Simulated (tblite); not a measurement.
Run report: C$_{3}$H$_{4}$F$_{4}$Ge, geometry relaxation (part 2 of 2)

The same run, continued: C$_{3}$H$_{4}$F$_{4}$Ge; GFN2-xTB geometry optimisation, gas phase (tblite 0.8.0). It belongs to a series of runs on one base structure; here: C replaced by Ge.

Geometry of the input (Å):
```
C  -1.3627  -0.7977  0.0279
C  -1.0621  0.6681  0.0136
F  -2.0653  1.5633  0.0409
C  0.1769  1.1302  -0.0034
Ge 1.6759  -0.0556  -0.0084
F  1.5352  -1.3547  -1.1759
F  1.9795  -0.7816  1.5410
F  3.0657  0.9587  -0.4893
H  -0.9427  -1.2061  -0.9107
H  -0.8483  -1.3336  0.8616
H  -2.4666  -0.9830  0.0726
H  0.3157  2.1913  0.0042
```

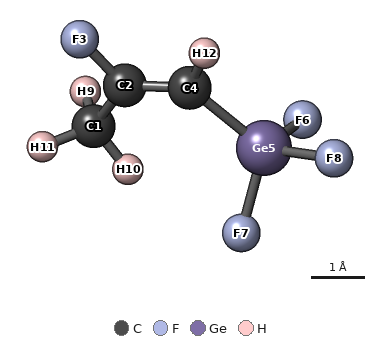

*The geometry at step 82 of the log (ball-and-stick view, seen at a tilt; atoms are numbered from 1 in the order of the input).*

## Trajectory as extended XYZ, continued
```
12
Properties=species:S:1:pos:R:3:forces:R:3 step=48 energy=-800.62139
C    -1.4593   -0.8089    0.0335    0.0050   0.0050   0.0050
C    -1.0663    0.6221    0.0116    0.0010   0.0010  -0.0210
F    -2.0980    1.4785    0.0086   -0.0050  -0.0040   0.0040
C     0.1590    1.1393   -0.0156    0.0070   0.0050   0.0110
Ge    1.7525    0.0427   -0.0312    0.0130  -0.0170   0.0040
F     1.7511   -1.2521   -1.1705   -0.0030   0.0090  -0.0040
F     2.1051   -0.8096    1.4248   -0.0110   0.0040  -0.0050
F     3.2051    0.8935   -0.3594   -0.0080  -0.0090   0.0080
H    -1.1660   -1.2905   -0.9000   -0.0080   0.0000   0.0140
H    -0.9530   -1.3246    0.8491    0.0090  -0.0070  -0.0110
H    -2.5357   -0.8984    0.1582    0.0090   0.0010   0.0030
H     0.3068    2.2073   -0.0350   -0.0070   0.0120  -0.0080
12
Properties=species:S:1:pos:R:3:forces:R:3 step=55 energy=-800.62325
C    -1.4602   -0.8054    0.0533   -0.0040  -0.0200  -0.0070
C    -1.0700    0.6257   -0.0082    0.0080  -0.0340   0.0410
F    -2.1064    1.4766   -0.0404    0.0590   0.0010  -0.0030
C     0.1581    1.1382   -0.0307   -0.0340  -0.0010  -0.0190
Ge    1.7521    0.0335   -0.0300   -0.0790   0.0200   0.0250
F     1.8064   -1.2099   -1.2258   -0.0170   0.0140   0.0350
F     2.0624   -0.8572    1.4139   -0.0240  -0.0130  -0.0260
F     3.2069    0.8986   -0.2721    0.0540   0.0310  -0.0120
H    -1.2456   -1.2896   -0.9002    0.0010  -0.0070   0.0060
H    -0.8881   -1.3170    0.8274    0.0010  -0.0040  -0.0300
H    -2.5241   -0.9001    0.2614    0.0330   0.0320   0.0070
H     0.3097    2.2058   -0.0746    0.0020  -0.0190  -0.0150
12
Properties=species:S:1:pos:R:3:forces:R:3 step=61 energy=-800.62832
C    -1.4578   -0.8058    0.0832   -0.0040  -0.0150  -0.0100
C    -1.0720    0.6209   -0.0307    0.0120   0.0020  -0.0230
F    -2.1042    1.4718   -0.1173   -0.0120  -0.0210   0.0150
C     0.1537    1.1349   -0.0599    0.0370   0.0260  -0.0290
Ge    1.7448    0.0366   -0.0223    0.0890   0.0130  -0.0060
F     1.8828   -1.1253   -1.2903   -0.0330  -0.0010   0.0400
F     1.9746   -0.9401    1.3780   -0.0260  -0.0360   0.0050
F     3.2189    0.9035   -0.1293   -0.0050   0.0220  -0.0040
H    -1.3797   -1.2958   -0.8898   -0.0370   0.0410   0.0310
H    -0.7823   -1.3152    0.7700   -0.0490  -0.0310  -0.0100
H    -2.4853   -0.8840    0.4335    0.0410  -0.0310   0.0040
H     0.3076    2.1978   -0.1512   -0.0140   0.0320  -0.0130
12
Properties=species:S:1:pos:R:3:forces:R:3 step=68 energy=-800.63689
C    -1.4601   -0.8073    0.1241   -0.0050  -0.0130   0.0060
C    -1.0574    0.6056   -0.0693   -0.0460  -0.0260   0.0050
F    -2.0941    1.4457   -0.2131    0.0010   0.0020  -0.0080
C     0.1640    1.1298   -0.1189   -0.0180   0.0030   0.0130
Ge    1.7676    0.0572   -0.0022    0.0210  -0.0470  -0.0220
F     1.9934   -1.0014   -1.3430    0.0230  -0.0090   0.0070
F     1.8555   -1.0685    1.3057    0.0250   0.0480  -0.0040
F     3.2386    0.9379    0.0712   -0.0280  -0.0210   0.0160
H    -1.6107   -1.2904   -0.8440    0.0050   0.0500   0.0390
H    -0.6895   -1.3504    0.6686   -0.0260  -0.0080  -0.0410
H    -2.4023   -0.8474    0.6696    0.0360  -0.0050  -0.0060
H     0.2962    2.1884   -0.2749    0.0120   0.0260  -0.0030
12
Properties=species:S:1:pos:R:3:forces:R:3 step=75 energy=-800.64110
C    -1.4805   -0.8053    0.1469   -0.0330  -0.0220  -0.0430
C    -1.0571    0.5945   -0.0826   -0.0140   0.0010  -0.0100
F    -2.0876    1.4363   -0.2626   -0.0030   0.0170   0.0220
C     0.1671    1.1106   -0.1456   -0.0020  -0.0100  -0.0180
Ge    1.7802    0.0515   -0.0102    0.0080   0.0070   0.0640
F     2.1028   -0.9564   -1.3674    0.0180  -0.0050  -0.0070
F     1.8539   -1.1018    1.2718    0.0020   0.0180  -0.0010
F     3.2158    0.9714    0.1793   -0.0130  -0.0190  -0.0220
H    -1.7422   -1.2639   -0.8095   -0.0140   0.0110   0.0520
H    -0.6852   -1.3853    0.6091    0.0080   0.0200  -0.0220
H    -2.3687   -0.8170    0.7787    0.0380  -0.0140  -0.0180
H     0.3025    2.1647   -0.3341    0.0060  -0.0040   0.0020
12
Properties=species:S:1:pos:R:3:forces:R:3 step=82 energy=-800.64542
C    -1.4911   -0.8027    0.1595    0.0230   0.0130   0.0020
C    -1.0615    0.5878   -0.1064    0.0190   0.0040  -0.0060
F    -2.0884    1.4316   -0.2999    0.0080  -0.0010   0.0070
C     0.1654    1.0953   -0.1859    0.0100  -0.0030  -0.0210
Ge    1.7868    0.0526    0.0016   -0.0270  -0.0020  -0.0440
F     2.2053   -0.8979   -1.3743    0.0000   0.0130   0.0260
F     1.8165   -1.1416    1.2423    0.0020  -0.0110   0.0370
F     3.1979    0.9794    0.2899    0.0070   0.0100  -0.0100
H    -1.9028   -1.2330   -0.7529   -0.0440  -0.0130  -0.0140
H    -0.6558   -1.4107    0.4946    0.0290  -0.0060  -0.0080
H    -2.2754   -0.8037    0.9145   -0.0290  -0.0050   0.0070
H     0.3041    2.1424   -0.4092    0.0020   0.0010   0.0230
12
Properties=species:S:1:pos:R:3:forces:R:3 step=89 energy=-800.64710
C    -1.5009   -0.8014    0.1639   -0.0150  -0.0180  -0.0060
C    -1.0619    0.5817   -0.1227    0.0030  -0.0020  -0.0030
F    -2.0837    1.4323   -0.3140    0.0000  -0.0040  -0.0070
C     0.1677    1.0791   -0.2198    0.0020   0.0000   0.0130
Ge    1.7900    0.0472    0.0048    0.0060   0.0060  -0.0020
F     2.2797   -0.8685   -1.3674    0.0000  -0.0190   0.0030
F     1.8060   -1.1572    1.2402   -0.0100   0.0130  -0.0050
F     3.1733    0.9981    0.3480    0.0030   0.0080  -0.0080
H    -2.0194   -1.2056   -0.7068    0.0110   0.0100   0.0110
H    -0.6507   -1.4340    0.4067   -0.0200   0.0020  -0.0100
H    -2.2101   -0.7965    0.9920    0.0220   0.0040  -0.0030
H     0.3112    2.1241   -0.4509   -0.0010   0.0010   0.0170
12
Properties=species:S:1:pos:R:3:forces:R:3 step=96 energy=-800.64910
C    -1.4926   -0.8062    0.1479    0.0270   0.0120   0.0060
C    -1.0566    0.5800   -0.1326   -0.0100  -0.0010   0.0090
F    -2.0831    1.4281   -0.3117   -0.0070  -0.0100   0.0000
C     0.1692    1.0878   -0.2252   -0.0010  -0.0130   0.0080
Ge    1.7883    0.0546    0.0039    0.0130  -0.0080   0.0080
F     2.2843   -0.9103   -1.3324   -0.0110  -0.0020   0.0030
F     1.7621   -1.1184    1.2680    0.0160  -0.0010   0.0110
F     3.1790    0.9996    0.3350    0.0020   0.0010  -0.0090
H    -2.1061   -1.1675   -0.6759   -0.0370  -0.0040  -0.0290
H    -0.6425   -1.4685    0.2847    0.0430   0.0230  -0.0170
H    -2.1070   -0.8177    1.0476   -0.0320   0.0120   0.0090
H     0.3062    2.1379   -0.4353   -0.0040  -0.0090   0.0000
12
Properties=species:S:1:pos:R:3:forces:R:3 step=102 energy=-800.65045
C    -1.4835   -0.8092    0.1264    0.0200   0.0170   0.0060
C    -1.0594    0.5832   -0.1324    0.0120   0.0080  -0.0070
F    -2.0904    1.4282   -0.2949    0.0060   0.0120  -0.0010
C     0.1663    1.0936   -0.2120    0.0010   0.0130  -0.0040
Ge    1.7847    0.0540    0.0063   -0.0160   0.0070   0.0120
F     2.2520   -0.9604   -1.3047   -0.0220   0.0010   0.0140
F     1.7511   -1.0741    1.3118    0.0350  -0.0050   0.0020
F     3.1927    0.9913    0.2826   -0.0050  -0.0010  -0.0020
H    -2.1352   -1.1522   -0.6754   -0.0010  -0.0080  -0.0380
H    -0.6201   -1.4634    0.2118   -0.0070  -0.0260  -0.0130
H    -2.0590   -0.8401    1.0504   -0.0280  -0.0220   0.0460
H     0.3021    2.1483   -0.3959    0.0050   0.0050  -0.0140
12
Properties=species:S:1:pos:R:3:forces:R:3 step=109 energy=-800.65742
C    -1.4702   -0.8156    0.0590   -0.0310  -0.0080  -0.0120
C    -1.0588    0.5974   -0.0980   -0.0030  -0.0090   0.0120
F    -2.0930    1.4457   -0.2147   -0.0070  -0.0170  -0.0040
C     0.1645    1.1184   -0.1320    0.0010   0.0000   0.0170
Ge    1.7734    0.0558    0.0301    0.0040  -0.0050   0.0070
F     2.0178   -1.1356   -1.1915    0.0030   0.0030   0.0040
F     1.9030   -0.9100    1.4526   -0.0030   0.0020  -0.0060
F     3.2251    0.9655    0.0220    0.0070   0.0020  -0.0090
H    -2.0625   -1.1270   -0.8023    0.0060   0.0320   0.0040
H    -0.5991   -1.4605    0.1508   -0.0040   0.0030   0.0180
H    -2.1016   -0.9176    0.9432    0.0340   0.0100  -0.0220
H     0.3026    2.1829   -0.2453   -0.0060  -0.0120  -0.0110
12
Properties=species:S:1:pos:R:3:forces:R:3 step=116 energy=-800.65782
C    -1.4718   -0.8170    0.0489   -0.0020  -0.0010   0.0060
C    -1.0578    0.5961   -0.0915   -0.0010   0.0020   0.0020
F    -2.0932    1.4435   -0.2046    0.0020   0.0020  -0.0030
C     0.1652    1.1179   -0.1178   -0.0010   0.0020   0.0000
Ge    1.7761    0.0566    0.0330   -0.0040   0.0000   0.0050
F     1.9934   -1.1584   -1.1704    0.0070   0.0050  -0.0010
F     1.9303   -0.8849    1.4678   -0.0010  -0.0040   0.0060
F     3.2282    0.9650   -0.0158    0.0020  -0.0030  -0.0090
H    -2.0577   -1.1144   -0.8210    0.0020   0.0000  -0.0030
H    -0.6032   -1.4644    0.1456   -0.0060  -0.0010  -0.0020
H    -2.1099   -0.9233    0.9264    0.0030  -0.0040   0.0000
H     0.3015    2.1828   -0.2266    0.0000   0.0020  -0.0010
```

## Summary

| quantity | value |
| --- | --- |
| outcome | converged |
| total energy | −800.6578 eV |
| hardware | 1 CPU thread, shared host |
| wall time | 1.1 s |
| peak memory | 0.18 GiB |
